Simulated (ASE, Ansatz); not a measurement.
# Generalised stacking fault on (111) (glide set) of a Ge-Si solid solution (72 atoms): a single point

Wanted: forces, charges and levels of generalised stacking fault on (111) (glide set) of a Ge-Si solid solution (72 atoms).

Method: Kohn-Sham DFT, r2SCAN, PAW (set soft_2), plane waves, in Ansatz 0.2.0.

### Step 1. Starting point

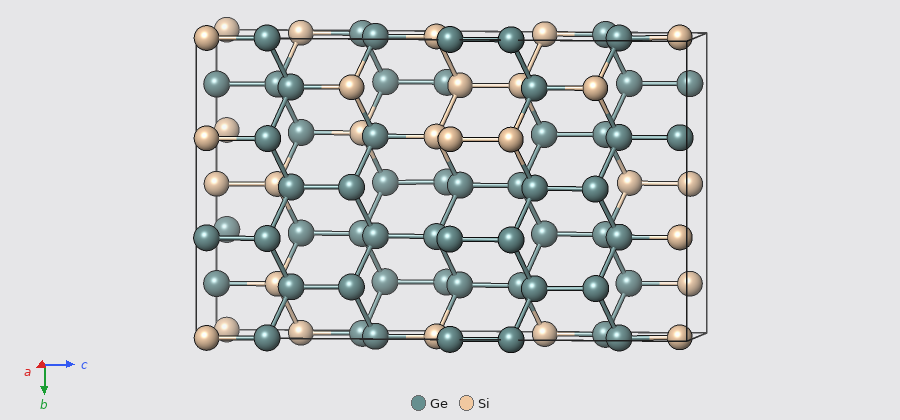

Start, viewed from the side, with the c axis across the page; germanium teal, silicon light orange. Bonds to atoms that aren't drawn are left out. Some periodic images of atoms are drawn too.

The cell holds 72 atoms: 51 Ge and 21 Si. Its edges and angles: a = 6.849 Å, b = 11.862 Å, c = 19.579 Å, α = 90.0°, β = 88.3°, γ = 90.0°. It derives from Ge and Si. Diamond-structure Ge lattice (a = 5.5919 Å, the value set for the mixture), cell with z along [111], 1 x 3 x 2 periods; the third cell vector is tilted by 0.083 of 1/2[11-2] and lengthened by 0.2 Å, so the cell holds one fault (glide set); displaced by a Gaussian of 0.01 Å; 21 of 72 Ge sites given to Si at random (lattice constant by Vegard's rule between Ge and Si).

What the set-up can't give: The host structure and its lattice constant were typed by rule, without a check against the phase diagram.

### Step 2. Plane-wave single point

The electrons are solved once, with the atoms held.

input.yaml

```yaml
crystal:
  lattice:
    - [6.84865, 0.0, 0.0]
    - [0.0, 11.86221, 0.0]
    - [0.5707, 0.0, 19.57091]
  atoms:
    - { symbol: Ge, position: [0.49677, 0.16762, 0.0209] }
    - { symbol: Ge, position: [0.48619, 0.16677, 0.14499] }
    - { symbol: Ge, position: [0.81705, 0.16683, 0.18546] }
    - { symbol: Si, position: [0.8059, 0.16645, 0.30862] }
    - { symbol: Si, position: [0.99902, 0.00021, 0.02095] }
    - { symbol: Ge, position: [0.98785, 0.99899, 0.14373] }
    - { symbol: Si, position: [0.31558, 0.9999, 0.18511] }
    - { symbol: Ge, position: [0.30509, 0.00087, 0.31042] }
    - { symbol: Ge, position: [0.63723, 0.00085, 0.35052] }
    - { symbol: Si, position: [0.62627, 0.00022, 0.47445] }
    - { symbol: Si, position: [0.49855, 0.50021, 0.02067] }
    - { symbol: Si, position: [0.49071, 0.49971, 0.14401] }
    - { symbol: Ge, position: [0.8167, 0.50021, 0.18627] }
    - { symbol: Ge, position: [0.80629, 0.49976, 0.30857] }
    - { symbol: Si, position: [0.99858, 0.3347, 0.02084] }
    - { symbol: Ge, position: [0.98712, 0.33449, 0.14516] }
    - { symbol: Ge, position: [0.31766, 0.33224, 0.186] }
    - { symbol: Si, position: [0.30659, 0.33256, 0.30957] }
    - { symbol: Ge, position: [0.63734, 0.33365, 0.35017] }
    - { symbol: Si, position: [0.62587, 0.33388, 0.47416] }
    - { symbol: Ge, position: [0.13519, 0.16623, 0.35066] }
    - { symbol: Ge, position: [0.12557, 0.16713, 0.47498] }
    - { symbol: Si, position: [0.45682, 0.1674, 0.51569] }
    - { symbol: Si, position: [0.44958, 0.16727, 0.63986] }
    - { symbol: Ge, position: [0.77638, 0.16585, 0.68014] }
    - { symbol: Si, position: [0.76647, 0.16518, 0.80394] }
    - { symbol: Ge, position: [0.9562, 0.00054, 0.51573] }
    - { symbol: Ge, position: [0.94389, 0.0006, 0.63968] }
    - { symbol: Si, position: [0.27478, 0.99973, 0.68087] }
    - { symbol: Ge, position: [0.26736, 0.99954, 0.80449] }
    - { symbol: Ge, position: [0.59584, 0.00194, 0.84568] }
    - { symbol: Si, position: [0.58628, 0.99883, 0.96892] }
    - { symbol: Ge, position: [0.49805, 0.83278, 0.0208] }
    - { symbol: Si, position: [0.48926, 0.83254, 0.14464] }
    - { symbol: Ge, position: [0.81731, 0.83283, 0.18601] }
    - { symbol: Ge, position: [0.80959, 0.83216, 0.30854] }
    - { symbol: Ge, position: [0.00168, 0.66635, 0.02112] }
    - { symbol: Ge, position: [0.98842, 0.66772, 0.14416] }
    - { symbol: Ge, position: [0.31702, 0.6677, 0.18586] }
    - { symbol: Ge, position: [0.309, 0.66774, 0.30956] }
    - { symbol: Ge, position: [0.6373, 0.66586, 0.35072] }
    - { symbol: Ge, position: [0.62946, 0.66727, 0.47475] }
    - { symbol: Ge, position: [0.13468, 0.50185, 0.35025] }
    - { symbol: Ge, position: [0.12428, 0.49947, 0.47455] }
    - { symbol: Ge, position: [0.45912, 0.50011, 0.51615] }
    - { symbol: Ge, position: [0.44361, 0.50034, 0.63859] }
    - { symbol: Ge, position: [0.77714, 0.49929, 0.68116] }
    - { symbol: Ge, position: [0.76576, 0.50134, 0.80385] }
    - { symbol: Si, position: [0.95727, 0.33334, 0.51632] }
    - { symbol: Si, position: [0.94699, 0.33322, 0.63928] }
    - { symbol: Ge, position: [0.27654, 0.33457, 0.67984] }
    - { symbol: Ge, position: [0.26384, 0.33329, 0.80468] }
    - { symbol: Ge, position: [0.59694, 0.33334, 0.84557] }
    - { symbol: Ge, position: [0.58474, 0.3334, 0.96947] }
    - { symbol: Ge, position: [0.09594, 0.16743, 0.8461] }
    - { symbol: Ge, position: [0.0877, 0.16669, 0.96899] }
    - { symbol: Ge, position: [0.13619, 0.83276, 0.34939] }
    - { symbol: Ge, position: [0.12558, 0.83322, 0.47452] }
    - { symbol: Ge, position: [0.45519, 0.83287, 0.51494] }
    - { symbol: Ge, position: [0.44471, 0.83405, 0.63959] }
    - { symbol: Ge, position: [0.77808, 0.83473, 0.68029] }
    - { symbol: Ge, position: [0.7668, 0.83299, 0.80497] }
    - { symbol: Ge, position: [0.95584, 0.66637, 0.51505] }
    - { symbol: Ge, position: [0.94651, 0.66774, 0.63969] }
    - { symbol: Ge, position: [0.27633, 0.66596, 0.68025] }
    - { symbol: Ge, position: [0.26701, 0.66689, 0.80435] }
    - { symbol: Ge, position: [0.5962, 0.66607, 0.84572] }
    - { symbol: Si, position: [0.58668, 0.66567, 0.96911] }
    - { symbol: Si, position: [0.0949, 0.4992, 0.8467] }
    - { symbol: Si, position: [0.08781, 0.50099, 0.96973] }
    - { symbol: Ge, position: [0.09698, 0.83368, 0.84522] }
    - { symbol: Si, position: [0.08514, 0.83374, 0.969] }
kpoints:
  mp_grid: { grid: [2, 1, 1] }
hamiltonian:
  xc: r2scan
scf:
  occupations: { method: gaussian, width: 0.05 }
output:
  forces: true
  stress: true
  populations: intrinsic
  dos:
    method: { smearing: { sigma: 0.1 } }
    de: 0.1
    projected: { site_lists: { Ge: [Ge], Si: [Si] } }
  eigenvalues: true
  write_density: true
  write_potential: true
  volumetric_format: npy
```

The run is started by

```
ansatz run input.yaml --threads 8 --pin off --max-ram 15872MiB --backend cpu --events-out ev --progress --plain --runs-dir out
```

What it wrote:

```text
Engine: ansatz 0.2.0, aarch64-unknown-linux-gnu
Pseudopotentials: kind: paw
Pseudopotential: Ge, paw, valence charge 14, recommended cutoff 500 eV (meta_gga), Ge.paw.azcp
Pseudopotential: Si, paw, valence charge 4, recommended cutoff 500 eV (meta_gga), Si.paw.azcp
[... 6 lines on functional and potentials left out ...]
Crystal: 72 atoms, lattice volume = 1589.943 Å³
Basis set: ecut = 500 eV, 40331 PW (Γ), exchange–correlation on 200×360×576 points (64 copies of the dense FFT grid, shifted against one another)
Bands: 479, of which v1, the nominal top of the filled ones, is band 399 counted from 1 (398 counted from 0)
Symmetry: 1 space group operations
Space group: P1 (ITA 1), of the structure as read, at distance tolerance 1.2e-4 Å
k-points: 2
[... 7 lines on functional and potentials left out ...]
Initial density: superposition of atomic densities (neutral atoms: chi_scale 0, normalization atom), corrected by the library's trained network
Initial wavefunctions: pseudopotential atomic-orbital guess
Functional: x = r2scan, c = r2scan; τ floored in thin density (d = 2e-4 eV/Å³)
SCF iter   1: F=—  HF=-232857.161353 eV  |F-HF|=—  |Δ(HF+E_count)|=         —  Δρ=6.93e-3  dr2=7.33e-1  dr2_τ=2.36e-1  ethr=1.77e-3  ⟨swp⟩=5.5  Hψ=3449  notcnv=0  defer=49
preconditioner: auto → Resta (q_TF=auto, 2.432 Å⁻¹)  ε∞=2.5  [insulator: Δε(μ)=0.219 eV  Ē_g=21.209 eV  σ=0.050 eV  W_gap=1.00  n_scr=386 (ndim 8)  ℏωp=26.3 eV  f_vac=0.023  D(μ)=0.19/eV (n_scr^D=0)  ε∞_Penn≈2.5]
SCF iter   2: F=—  HF=-232857.533548 eV  |F-HF|=—  |Δ(HF+E_count)|=   3.72e-1  Δρ=2.55e-3  dr2=4.60e-1  dr2_τ=1.48e-3  ethr=9.19e-5  ⟨swp⟩=2.0  Hψ=1916  notcnv=0  defer=144
preconditioner: auto → LDOS  [insulator: Δε(μ)=0.145 eV  Ē_g=21.031 eV  σ=0.050 eV  W_gap=0.96  n_scr=386 (ndim 8)  ℏωp=26.3 eV  f_vac=0.023  D(μ)=3.51/eV (n_scr^D=8)  ε∞_Penn≈2.6  β→1.0]
SCF iter   3: F=—  HF=-232857.506716 eV  |F-HF|=—  |Δ(HF+E_count)|=   2.68e-2  Δρ=9.42e-4  dr2=1.90e-2  dr2_τ=1.99e-4  ethr=5.76e-5  ⟨swp⟩=3.5  Hψ=991  notcnv=0  defer=144
SCF iter   4: F=—  HF=-232857.506540 eV  |F-HF|=—  |Δ(HF+E_count)|=   1.76e-4  Δρ=4.46e-4  dr2=6.78e-3  dr2_τ=3.69e-5  ethr=2.38e-6  ⟨swp⟩=2.0  Hψ=1758  notcnv=0  defer=144
SCF iter   5: F=—  HF=-232857.505561 eV  |F-HF|=—  |Δ(HF+E_count)|=   9.79e-4  Δρ=8.91e-5  dr2=6.12e-4  dr2_τ=3.84e-6  ethr=8.50e-7  ⟨swp⟩=2.0  Hψ=1614  notcnv=0  defer=144
SCF iter   6: F=—  HF=-232857.505503 eV  |F-HF|=—  |Δ(HF+E_count)|=   5.77e-5  Δρ=2.83e-5  dr2=2.04e-5  dr2_τ=2.53e-7  ethr=7.66e-8  ⟨swp⟩=2.0  Hψ=1083  notcnv=0  defer=144
SCF iter   7: F=—  HF=-232857.505392 eV  |F-HF|=—  |Δ(HF+E_count)|=   1.11e-4  Δρ=9.56e-6  dr2=1.45e-6  dr2_τ=2.40e-8  ethr=2.55e-9  ⟨swp⟩=2.0  Hψ=1170  notcnv=0  defer=144
SCF iter   8: F=—  HF=-232857.505394 eV  |F-HF|=—  |Δ(HF+E_count)|=   1.42e-6  Δρ=3.17e-6  dr2=2.88e-7  dr2_τ=3.13e-9  ethr=1.82e-10  ⟨swp⟩=2.0  Hψ=1603  notcnv=0  defer=144
SCF iter   9: F=-232857.505394 eV  HF=-232857.505394 eV  |F-HF|=2.36e-8  |Δ(HF+E_count)|=   1.52e-7  Δρ=9.91e-7  dr2=4.98e-8  dr2_τ=4.90e-10  ethr=1.25e-11  ⟨swp⟩=15.5  Hψ=7645  notcnv=0
SCF 1 converged in 9 iterations: F = -232857.505394 eV  dr2 = 4.98e-8
  greatest PAW one-centre occupation: 0.998 electrons in one spin orbital (limit 2), on the Ge atom at site 0 (counted from 0), in its partial waves of l = 2
SCF converged after 9 iterations
Free energy (F): -232857.505394 eV
Harris-Foulkes:  -232857.505394 eV  (|F-HF|=2.36e-8)
Internal energy: -232857.503238 eV  (E = F + TS)
E sigma→0 (E₀):  -232857.504316 eV
Entropy (-TS):   -0.002156 eV (-0.030 meV/atom)
Fermi energy:    8.417473 eV
--- Per-component energies (eV) ---
  E_band       = -8329.780507
  E_kinetic    = 6516.071775
  E_local      = -146077.948547  (includes V_loc(G=0)·N_el)
  E_nonlocal   = 21957.761229
  E_hartree    = 65117.410184
  E_xc         = -4605.049687
  E_vxc        = -4506.845353  (∫ρ·V_xc dr)
  E_paw        = -114663.424622  (= ΣΔE_a)
  E_vpaw       = -16688.745879  (= ΣTr[D̂ρ^β])
  E_aug_tail   = 0.000872  (compensation charges beyond the density's cutoff)
  E_vtau       = 235.105091  (kinetic-family band-sum trace: ∫τ·v_τ [+ j·A + Jᵃ·Aᵃ] dr)
  E_ewald      = -61045.345296
  E_core_change = -56.979146  (= ΣΔE_core)
  E_smearing   = -0.002156  (= −TS)
  E_closure    = 0.000000  (closes the sum)
  Σ components = -232857.505394   (vs F -232857.505394, Δ=0.00e0)
--- Forces (eV/Å), atoms counted from 1 ---
  atom   1  Ge    -1.59792197    -0.84995907    -0.00448878
  atom   2  Ge    -0.18636004    -0.48059629    -0.04096249
  atom   3  Ge     0.05737476    -0.07490585     0.35875150
  atom   4  Si     0.03334058     0.07322366     0.07706357
  atom   5  Si    -1.62843233    -0.42221525    -0.30005760
  atom   6  Ge     0.27100725     0.11628581    -0.23154387
  atom   7  Si     0.41148072    -0.35578939     0.08090630
  atom   8  Ge     0.10458521    -0.14185922    -0.78424247
  atom   9  Ge     0.23646566     0.09861655     0.25990981
  atom  10  Si    -0.16565353     0.32557511     0.08313145
  atom  11  Si    -1.60868933     0.39445155     0.24137157
  atom  12  Si    -0.32751553     0.07427425    -0.31419584
  atom  13  Ge    -0.25576097     0.18091539    -0.36346164
  atom  14  Ge    -0.04520541     0.03268883     0.15773355
[...]
atom  71  Ge     0.01534330    -0.07809558     0.64212573
  atom  72  Si     1.45703355     0.35618177     0.09727563
  max |Σ_I F_I| component: 1.51e-5 eV/Å
--- Stress (GPa, compression-positive) ---
       -1.702493       0.013070      -0.862182
        0.013070       4.279341      -0.035462
       -0.862182      -0.035462      -0.472942
  P = ⅓ Tr σ = 0.7013 GPa (7.013 kbar)
--- Band table (eV) ---
  k-point 0: bands = ["-17.7475", "-17.7404", "-17.7369", "-17.7349", [... 463 levels ...], "11.6789", "11.7213", "11.7779", "11.8293", "11.8887", "11.9660", "11.9861", "12.2479", "12.2786", "12.2905", "12.4085", "12.5486"]
  k-point 1: bands = ["-17.7474", "-17.7351", "-17.7338", "-17.7336", [... 463 levels ...], "11.9687", "11.9955", "12.0112", "12.0520", "12.1050", "12.1440", "12.1791", "12.2017", "12.7847", "12.8013", "12.8505", "12.8793"]
--- intrinsic populations: 72 sites ---
  site symbol       q [e]
     0     Ge     14.0386
     1     Ge     14.0157
     2     Ge     14.0068
[...]
71     Si      3.9511
  spilling = -0.000000 (of n_electrons = 798.000000)
```

Wall time 76 s (8 threads of Arm Neoverse V2, shared host); peak memory 10 GiB; 9.6 min of CPU time.

Read from the output:

```yaml
free_energy: -232857.5054 eV
free_energy_per_atom: -3234.1320 eV/atom
scf_cycles: 9
pressure: 0.7013 GPa
r_m_s_force_component: 0.4667 eV/Å
longest_force: 1.901 eV/Å
fermi_energy: 8.417 eV
spacing_of_highest_filled_and_lowest_empty_level: 0.1605 eV
```

Neighbours are counted within 2.77 Å (Ge-Ge), 2.77 Å (Ge-Si), 2.77 Å (Si-Si).

Length of the force by element and coordination:

| element | coordination | atoms | mean length of the force (eV/Å) | spread | least | most |
| --- | --- | --- | --- | --- | --- | --- |
| Ge | all | 51 | 0.580 | 0.399 | 0.137 | 1.90 |
| Ge | 3 | 5 | 1.69 | 0.160 | 1.45 | 1.90 |
| Ge | 4 | 46 | 0.459 | 0.161 | 0.137 | 0.804 |
| Si | all | 21 | 0.843 | 0.571 | 0.111 | 1.74 |
| Si | 3 | 7 | 1.62 | 0.104 | 1.50 | 1.74 |
| Si | 4 | 14 | 0.454 | 0.165 | 0.111 | 0.752 |

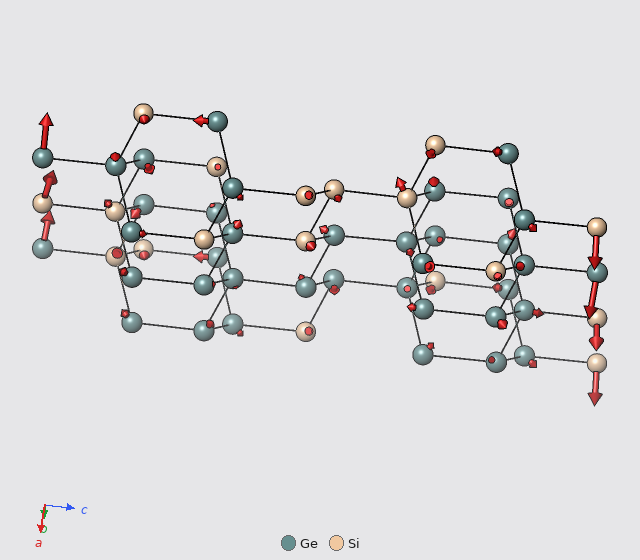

Forces as arrows; the longest in the cell is 1.90 eV/Å. Drawn is a slice 4 Å thick, seen at a slant to the bc plane.

Intrinsic-atomic-orbital charges by element and coordination:

| element | coordination | atoms | mean charge (e) | spread | least | most |
| --- | --- | --- | --- | --- | --- | --- |
| Ge | all | 51 | -0.0241 | 0.0265 | -0.110 | 0.0159 |
| Ge | 3 | 5 | -0.0679 | 0.0247 | -0.110 | -0.0386 |
| Ge | 4 | 46 | -0.0194 | 0.022 | -0.0825 | 0.0159 |
| Si | all | 21 | 0.0586 | 0.0245 | 0.0154 | 0.108 |
| Si | 3 | 7 | 0.0412 | 0.0179 | 0.0154 | 0.0696 |
| Si | 4 | 14 | 0.0673 | 0.0226 | 0.0163 | 0.108 |

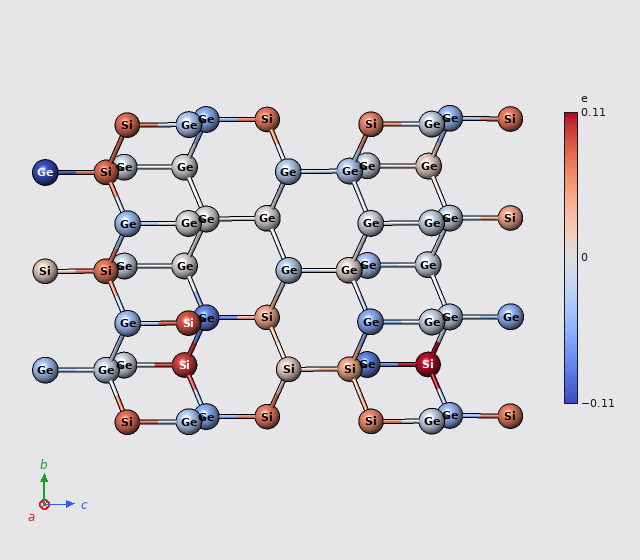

Atoms coloured by intrinsic-atomic-orbital charge. Drawn is a slice 4 Å thick, seen along the normal of the bc plane.

Density of states as counts of states in windows of 1 eV (from the Fermi level), total and the larger projections:

| from (eV) | to (eV) | total | Ge p | Si p | Ge s | Si s |
| --- | --- | --- | --- | --- | --- | --- |
| -18 | -15 | 0.0 | 0.0 | 0.0 | 0.0 | 0.0 |
| -15 | -14 | 0.1 | 0.0 | 0.0 | 0.1 | 0.0 |
| -14 | -13 | 5.7 | 0.7 | 0.2 | 4.1 | 0.7 |
| -13 | -12 | 18.8 | 3.6 | 1.3 | 11.7 | 2.2 |
| -12 | -11 | 21.3 | 4.3 | 1.6 | 11.6 | 3.6 |
| -11 | -10 | 22.6 | 5.1 | 1.9 | 10.4 | 5.1 |
| -10 | -9 | 8.7 | 2.4 | 0.9 | 3.5 | 1.8 |
| -9 | -8 | 26.5 | 9.2 | 3.5 | 9.8 | 3.9 |
| -8 | -7 | 14.5 | 5.2 | 2.3 | 4.4 | 2.4 |
| -7 | -6 | 14.1 | 5.4 | 2.4 | 3.5 | 2.6 |
| -6 | -5 | 21.9 | 13.6 | 5.0 | 2.1 | 1.0 |
| -5 | -4 | 24.6 | 15.9 | 6.7 | 1.1 | 0.6 |
| -4 | -3 | 53.1 | 36.0 | 14.7 | 1.4 | 0.7 |
| -3 | -2 | 35.0 | 23.9 | 10.0 | 0.5 | 0.3 |
| -2 | -1 | 16.3 | 10.8 | 4.9 | 0.2 | 0.1 |
| -1 | 0 | 4.8 | 2.8 | 1.3 | 0.3 | 0.2 |
| 0 | 1 | 31.8 | 11.8 | 6.9 | 8.1 | 2.7 |
| 1 | 2 | 38.6 | 16.1 | 7.7 | 7.3 | 3.3 |
| 2 | 3 | 38.8 | 18.3 | 8.7 | 4.5 | 2.2 |

Between -26 and -18 eV lie 400 more states.

The stored curve holds about 688 of the 798 electrons; the rest, give or take the few that broadening carries across the Fermi level, lie in deeper levels below its range.

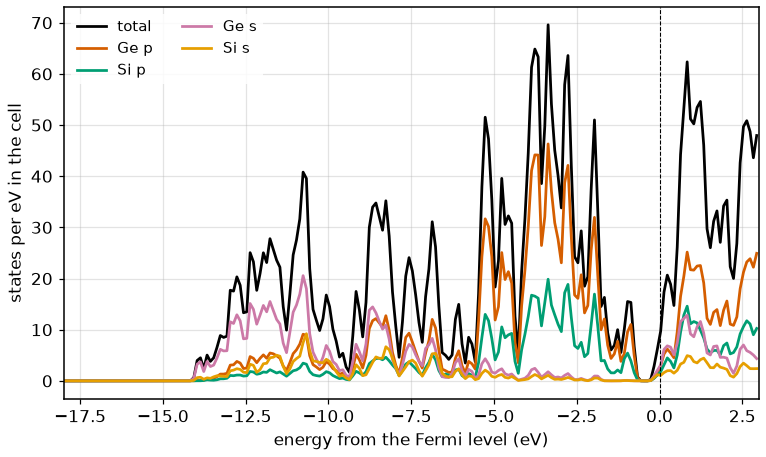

Total and projected density of states, with the broadening of the input.

The levels nearest the highest filled one (over half full), pooled over k-points and spins:

| level less the highest filled one (eV) | occupation |
| --- | --- |
| -0.947 | 2 |
| -0.935 | 2 |
| -0.828 | 2 |
| -0.796 | 2 |
| -0.741 | 2 |
| 0 | 1.98 |
| 0.161 | 0.023 |
| 0.213 | 0 |
| 0.245 | 0 |
| 0.330 | 0 |
| 0.363 | 0 |
| 0.373 | 0 |

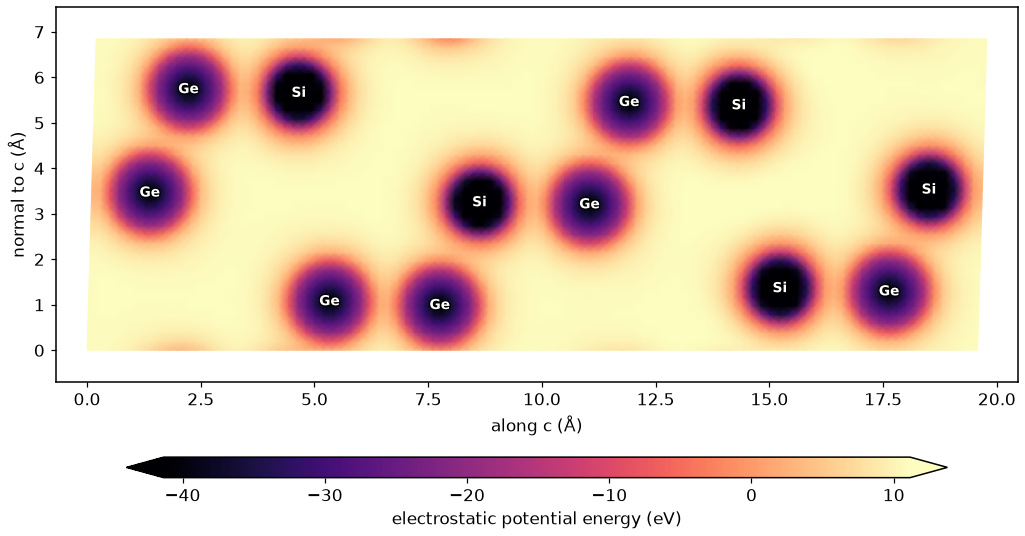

Electrostatic potential energy in the ca plane at fractional y = 0.000, with atoms of Si and Ge within 0.2 Å of it. With pseudopotentials it is smooth inside the atoms' cores, unlike the true potential. The map starts off the cell's origin, so that atoms lie inside it.

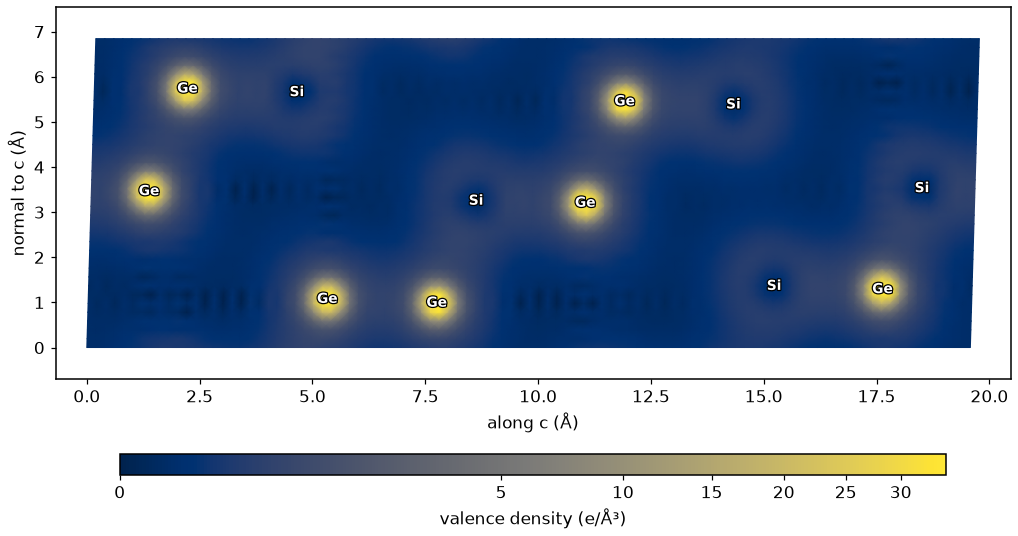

Valence density in the ca plane at fractional y = 0.000, with atoms of Si and Ge within 0.2 Å of it. It is the smooth field of the valence electrons, not physical close to the nuclei. The map starts off the cell's origin, so that atoms lie inside it. The colour scale is stretched toward low values.

Forces differ by site in this geometry: Si atoms with 3 neighbours bear 1.6 eV/Å on average, against 0.45 eV/Å for those with 4. Mean intrinsic-atomic-orbital charges: Ge -0.02, Si +0.06 e. Charges this small depend on the projection, at times even in sign.

(Continued in part 2 of 2.)

[Logs are printed without paths, hosts, clocks, repeated set-up lines and the standing remarks that a program may print on its own settings, such as how far it seeks lower states.]

[Hosts, paths, dates, database ids (printed as entryN), source tags and the programs' standing remarks are cut or masked in the printed files.]
